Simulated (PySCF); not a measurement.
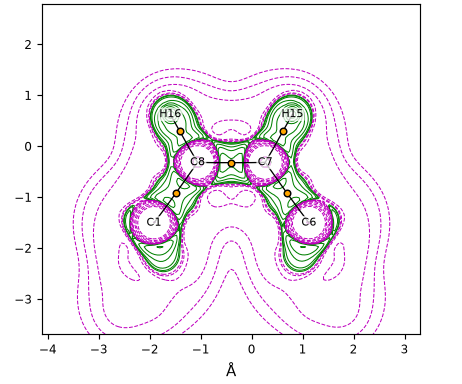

Figure 1: C$_{8}$H$_{8}$, SMILES `C1=CC=CC=CC=C1`. Negative Laplacian of the density (−∇²ρ) in the plane of C1, C6, C7, C8, H15 and H16 (solid green lines positive, dashed magenta lines negative, contours at ±0.02 to ±8 a.u.), with bond paths and bond critical points (dots).

Computed with PySCF, LDA (SVWN)/def2-SVPD, geometry: GFN2-xTB. No frequency check shows the geometry to be a minimum.

Geometry (Å), atoms numbered from 1:

```
C1       1.5915    0.4676   -0.4132
C2       1.4250   -0.8492   -0.4126
C3       0.4673   -1.5918    0.4121
C4      -0.8494   -1.4245    0.4135
C5      -1.5915   -0.4670   -0.4124
C6      -1.4251    0.8486   -0.4130
C7      -0.4678    1.5919    0.4122
C8       0.8500    1.4246    0.4138
H9       2.3800    0.9066   -1.0150
H10      2.0792   -1.4712   -1.0139
H11      0.9067   -2.3809    1.0126
H12     -1.4709   -2.0789    1.0151
H13     -2.3803   -0.9056   -1.0140
H14     -2.0799    1.4693   -1.0150
H15     -0.9068    2.3809    1.0132
H16      1.4719    2.0786    1.0154
```

### Sort the bonds in the plane by the sign of ∇²ρ at their critical points.

Concentrated (∇²ρ < 0): C7–C8 (−0.87 a.u.); C7–H15 and C8–H16 (−1.03 a.u.); C1–C8 and C6–C7 (−0.62 a.u.). At none is it depleted.

### Where along C7–H15 does the critical point lie?

0.70 Å from C7 and 0.38 Å from H15.

Cost of the run: 45 s on 1 thread of Arm Neoverse V1 (shared host), peak memory 0.38 GiB.
